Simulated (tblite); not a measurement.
**Geometry relaxation of C$_{6}$H$_{9}$FOSi (part 2 of 2)**

The same run, continued: C$_{6}$H$_{9}$FOSi; GFN2-xTB geometry optimisation, gas phase (tblite 0.8.0). It belongs to a series of runs on one base structure; here: H on C replaced by ethynyl.

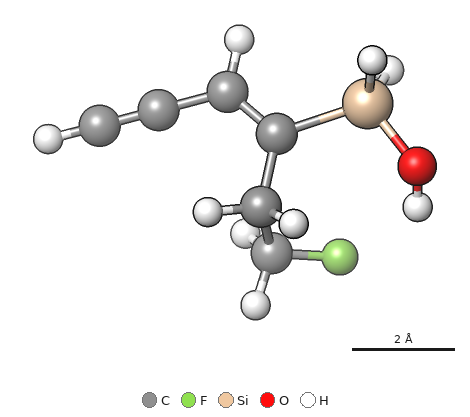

Figure 1. The geometry at step 112 of the log (ball-and-stick view, seen at a tilt).

## Trajectory as extended XYZ, continued
```
18
Properties=species:S:1:pos:R:3:forces:R:3 step=87 energy=-759.73448
C     3.2737   -1.4277   -0.6798    0.0070   0.0290  -0.0300
C     2.0714   -1.4457   -0.6963    0.0260  -0.0590   0.0140
C     0.6643   -1.5166   -0.6958    0.0180   0.0240   0.0240
C    -0.1500   -0.5601   -0.2307    0.0000  -0.0420  -0.0190
C     0.4199    0.7179    0.3246    0.0110  -0.0100  -0.0370
C     0.1483    1.9116   -0.5867   -0.0730   0.0040   0.0070
F    -1.1714    2.3119   -0.5040    0.0200  -0.0010  -0.0010
Si   -2.0279   -0.7943   -0.2699   -0.1420  -0.0290  -0.0110
O    -2.7695    0.2014    0.7728    0.0120   0.0030  -0.0310
H     4.3228   -1.4004   -0.6817   -0.0150   0.0000   0.0040
H     0.2552   -2.4383   -1.0926   -0.0070   0.0450  -0.0010
H    -0.0130    0.9105    1.3111    0.0160   0.0510  -0.0650
H     1.5040    0.6335    0.4231    0.0290  -0.0290   0.0580
H     0.3278    1.6600   -1.6376    0.0260   0.0240   0.0490
H     0.7452    2.7826   -0.2949   -0.0070  -0.0380  -0.0150
H    -2.4098   -2.1027    0.2483    0.0490   0.0240   0.0140
H    -2.4911   -0.5857   -1.6486    0.0310   0.0200   0.0340
H    -2.7086    1.1485    0.6625    0.0000  -0.0170   0.0050
18
Properties=species:S:1:pos:R:3:forces:R:3 step=100 energy=-759.74622
C     3.2317   -1.2789   -0.8159   -0.0830  -0.0250   0.0050
C     2.0312   -1.3610   -0.8166    0.0630   0.0220   0.0020
C     0.6258   -1.4656   -0.7942   -0.0110  -0.0110  -0.0030
C    -0.2004   -0.5829   -0.2163    0.0150   0.0010  -0.0010
C     0.3620    0.6638    0.4156    0.0100   0.0220  -0.0030
C     0.2836    1.8581   -0.5339   -0.0210   0.0160  -0.0160
F    -1.0309    2.2433   -0.7316    0.1150  -0.0270   0.0220
Si   -2.0762   -0.8621   -0.1782   -0.0520   0.0010  -0.0020
O    -2.8114    0.3238    0.6508    0.0360  -0.0530  -0.0320
H     4.2803   -1.2334   -0.8120   -0.0210   0.0180  -0.0210
H     0.2263   -2.3498   -1.2760   -0.0030   0.0050   0.0270
H    -0.1942    0.9131    1.3235    0.0230  -0.0400  -0.0230
H     1.4156    0.5149    0.6719   -0.0630   0.0370  -0.0100
H     0.6909    1.6225   -1.5246   -0.0320  -0.0100   0.1010
H     0.7958    2.7303   -0.1117   -0.0250  -0.0290  -0.0410
H    -2.4145   -2.0371    0.6270    0.0430   0.0960  -0.0780
H    -2.5526   -0.9319   -1.5683    0.0240  -0.0100   0.0970
H    -2.6720    1.2391    0.4139   -0.0180  -0.0130  -0.0220
18
Properties=species:S:1:pos:R:3:forces:R:3 step=112 energy=-759.75321
C     3.2056   -1.2252   -0.8930    0.0020   0.0110   0.0070
C     2.0084   -1.3300   -0.8616    0.0070   0.0070  -0.0160
C     0.6064   -1.4535   -0.8204    0.0020  -0.0050   0.0000
C    -0.2149   -0.5882   -0.2127   -0.0220   0.0090   0.0220
C     0.3376    0.6402    0.4612    0.0040  -0.0080   0.0090
C     0.3380    1.8377   -0.4833    0.0130  -0.0060  -0.0050
F    -0.9512    2.2353   -0.7769    0.0060  -0.0010   0.0050
Si   -2.0847   -0.8758   -0.1498    0.0010  -0.0290  -0.0020
O    -2.8355    0.3829    0.5398   -0.0080   0.0280   0.0000
H     4.2506   -1.1421   -0.9173    0.0210  -0.0030  -0.0120
H     0.2057   -2.3285   -1.3168   -0.0020   0.0100   0.0080
H    -0.2657    0.8848    1.3380    0.0120   0.0090   0.0050
H     1.3704    0.4747    0.7760    0.0100  -0.0020  -0.0040
H     0.8140    1.5899   -1.4364    0.0010   0.0040  -0.0110
H     0.8277    2.7052   -0.0305    0.0070   0.0050   0.0030
H    -2.3737   -1.9525    0.7904   -0.0370  -0.0090  -0.0090
H    -2.5670   -1.1216   -1.5113    0.0040  -0.0010   0.0110
H    -2.6802    1.2733    0.2283   -0.0190  -0.0220  -0.0110
18
Properties=species:S:1:pos:R:3:forces:R:3 step=125 energy=-759.75868
C     3.1724   -1.1395   -0.9926   -0.0150  -0.0070  -0.0080
C     1.9791   -1.2723   -0.9266    0.0240  -0.0020   0.0060
C     0.5817   -1.4242   -0.8413    0.0020   0.0100   0.0080
C    -0.2338   -0.5954   -0.1759   -0.0040  -0.0140  -0.0050
C     0.3290    0.6156    0.5235   -0.0120  -0.0010  -0.0110
C     0.4155    1.8101   -0.4215   -0.0080   0.0020  -0.0140
F    -0.8460    2.2271   -0.7985    0.0110  -0.0020  -0.0010
Si   -2.1005   -0.9059   -0.0989   -0.0140   0.0200   0.0080
O    -2.8883    0.4258    0.3824    0.0030  -0.0090  -0.0070
H     4.2148   -1.0430   -1.0594    0.0040   0.0100  -0.0010
H     0.1794   -2.2872   -1.3570    0.0020   0.0120   0.0020
H    -0.3034    0.8872    1.3707   -0.0020  -0.0070   0.0100
H     1.3410    0.4162    0.8840   -0.0040  -0.0090  -0.0040
H     0.9482    1.5531   -1.3422   -0.0070  -0.0060   0.0060
H     0.8892    2.6709    0.0612   -0.0010  -0.0060   0.0000
H    -2.4144   -1.8509    0.9675   -0.0010   0.0080   0.0060
H    -2.5515   -1.3519   -1.4197    0.0160   0.0040  -0.0040
H    -2.7211    1.2708   -0.0321    0.0050   0.0000   0.0070
18
Properties=species:S:1:pos:R:3:forces:R:3 step=137 energy=-759.75918
C     3.1698   -1.1287   -1.0095    0.0010   0.0070   0.0000
C     1.9775   -1.2630   -0.9304    0.0000   0.0000  -0.0030
C     0.5805   -1.4205   -0.8425    0.0020  -0.0010   0.0000
C    -0.2380   -0.5995   -0.1716    0.0040   0.0020   0.0000
C     0.3232    0.6093    0.5318    0.0020   0.0020   0.0020
C     0.4227    1.8025   -0.4137   -0.0010  -0.0010   0.0020
F    -0.8323    2.2253   -0.8038   -0.0010  -0.0050   0.0020
Si   -2.1046   -0.9075   -0.0924   -0.0030   0.0070  -0.0050
O    -2.8956    0.4326    0.3582    0.0020   0.0020  -0.0040
H     4.2111   -1.0228   -1.0825   -0.0040   0.0010   0.0010
H     0.1812   -2.2806   -1.3644   -0.0020  -0.0030   0.0010
H    -0.3125    0.8825    1.3762   -0.0010  -0.0010   0.0010
H     1.3323    0.4046    0.8974    0.0000   0.0000   0.0040
H     0.9630    1.5407   -1.3282   -0.0020  -0.0040  -0.0030
H     0.8963    2.6611    0.0728   -0.0010  -0.0020  -0.0020
H    -2.4221   -1.8246    0.9970   -0.0020  -0.0020  -0.0060
H    -2.5418   -1.3781   -1.4094    0.0000  -0.0020   0.0080
H    -2.7193    1.2730   -0.0614    0.0050   0.0010   0.0020
```

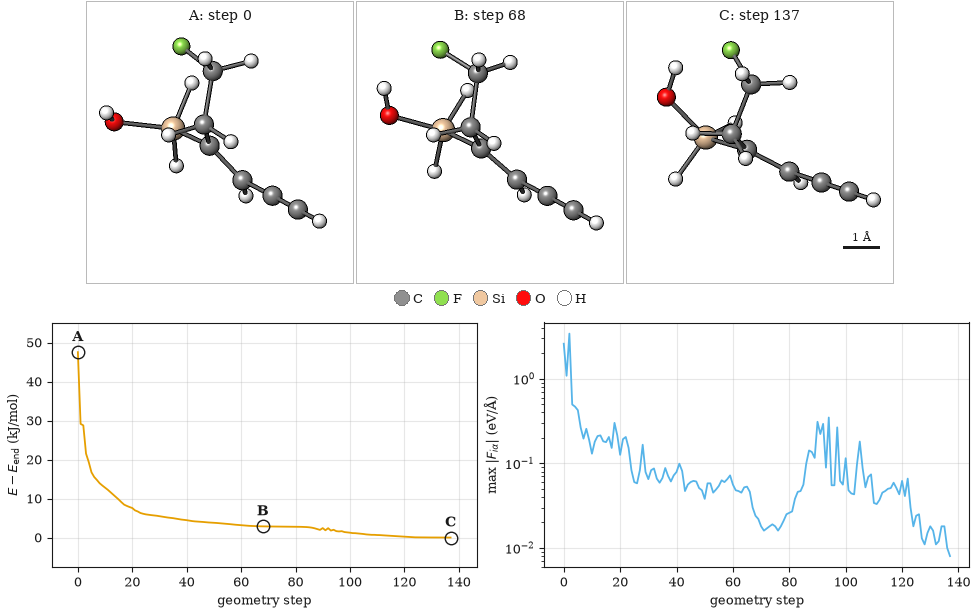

Figure 2. Frames of the relaxation (ball-and-stick view, seen at a tilt) above the curves, on which the letters mark them (steps are counted from 0).

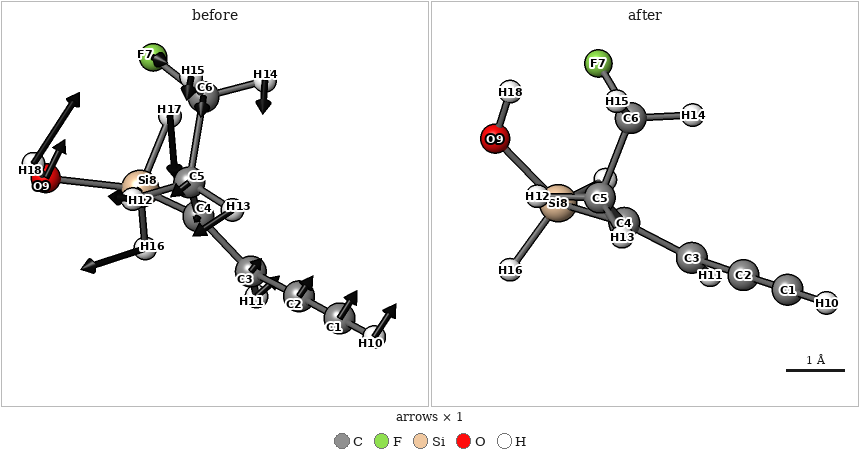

Figure 3. Before (left) and after (right) the relaxation, at one scale (ball-and-stick view, seen at a tilt). The black arrows give the displacements, at true length. Over 137 geometry steps the energy falls by 47.5 kJ/mol. Largest force component: 2.6 eV/Å at the start, 0.008 eV/Å at the end. The largest move after the best rigid fit is that of H18, 1.59 Å. By element the largest moves are H 1.59 Å, O 0.77 Å, C 0.60 Å, F 0.40 Å, Si 0.33 Å. Among the contacts that change: Si8–O9 1.694 → 1.620 Å, C4–Si8 1.828 → 1.893 Å, C4–C5 1.474 → 1.507 Å, C5–H13 1.123 → 1.093 Å. Among the angles that change: F7–C6–H14 112.5° → 106.6°, C2–C3–H11 120.7° → 115.1°, H16–Si8–H17 108.5° → 113.8°. (Atoms are counted from 1 in the order of the input.)

This output came from the following input.

## Input
```
{"job": {"kind": "relax", "xc": "GFN2-xTB", "basis": "xTB"}, "charge": 0, "multiplicity": 1}
C      3.215100    -1.409900    -0.489400
C      2.007800    -1.461900    -0.522400
C      0.584700    -1.542700    -0.547600
C     -0.207600    -0.503500    -0.263900
C      0.443000     0.756700     0.135900
C      0.115500     1.926700    -0.767900
F     -1.240300     2.199600    -0.784900
Si    -2.021500    -0.720900    -0.336000
O     -2.855700    -0.041700     0.972400
H      4.258500    -1.352200    -0.455600
H      0.078100    -2.480000    -0.836800
H      0.209200     0.940200     1.193800
H      1.553200     0.597500     0.086100
H      0.548200     1.827000    -1.801500
H      0.607600     2.832800    -0.329200
H     -2.350000    -2.157800    -0.335100
H     -2.533000    -0.122100    -1.596400
H     -2.421700     0.718500     1.402100
```

The first line tells a small driver script what to run in tblite; the rest is the geometry in Å.

Launched with:
```bash
OMP_NUM_THREADS=1 python <driver script> task.json out
```

## Results in brief

| quantity | value |
| --- | --- |
| outcome | converged |
| total energy | −759.7592 eV |
| hardware | 1 CPU thread, shared host |
| wall time | 1.1 s |
| peak memory | 0.18 GiB |
